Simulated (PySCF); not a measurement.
# TiS (triplet): what the fields show

```json
{"atom": "Ti", "x (Å)": "0.0000", "y (Å)": "0.0000", "z (Å)": "-0.8297"}
{"atom": "S", "x (Å)": "0.0000", "y (Å)": "0.0000", "z (Å)": "1.2443"}
```

⟨S²⟩ = 2.05, above the pure value of 2.00.

Level of theory: PBE0/def2-TZVPP, non-relativistic Hamiltonian with scalar-relativistic core potentials where named, at a bond length of 2.074 Å in PySCF.

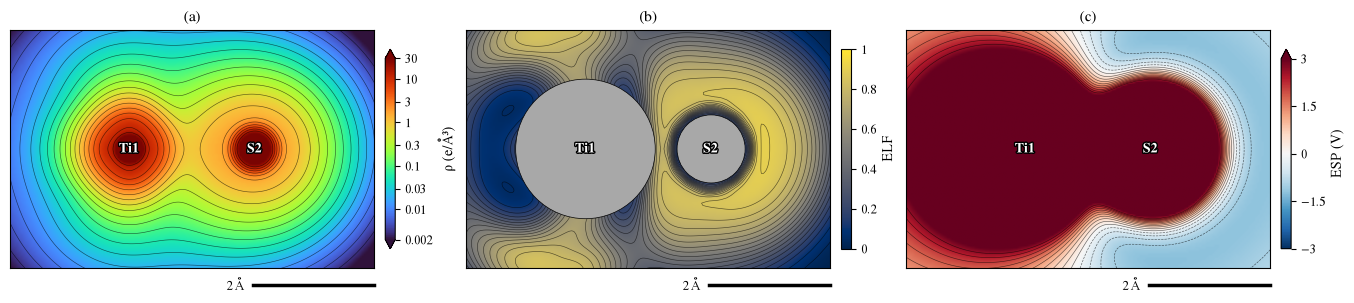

Figure 1. (a) electron density; (b) electron localisation function; (c) molecular electrostatic potential on a plane that holds the molecular axis. Grey discs cover the atomic cores in the ELF map.

Read the bonding off the picture.

- The plane passes through Ti and S nuclei.
- Ti–S (2.07 Å): ρ at the midpoint is about 0.93 e/Å³; the ELF peaks at about 0.75 in the valence shell of S, 0.8 Å from its nucleus, and is about 0.50 at the midpoint.
- Outside the dense part of the molecule the potential is most negative (−1.3 V) near S2.

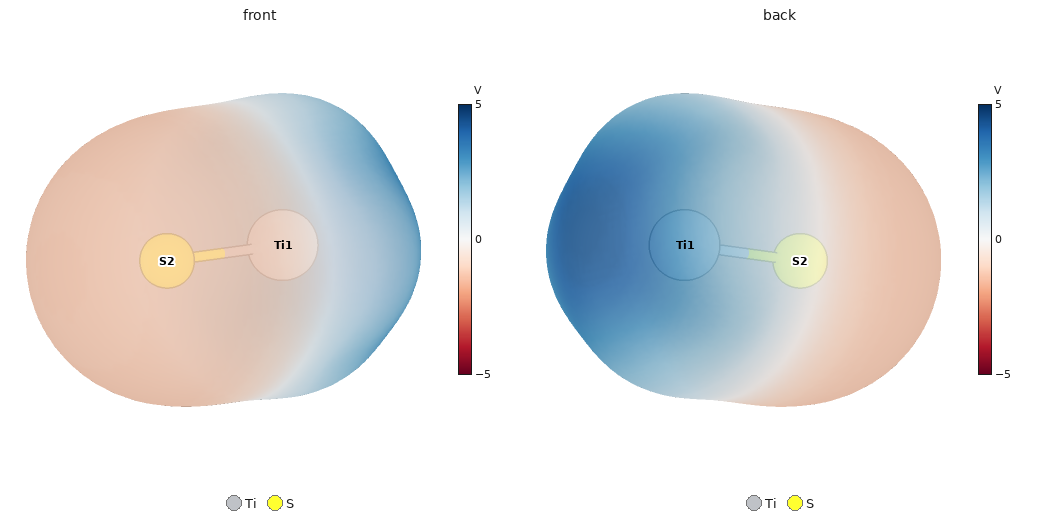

Figure 2. The molecular electrostatic potential painted on the density surface at 0.002 e/bohr³, seen from the front and from behind; the colour scale runs from red (negative) to blue (positive).

Describe the electrostatic potential map.

The most negative region (about −1.2 V) lies over S2, the most positive (about +4.3 V) over Ti1.
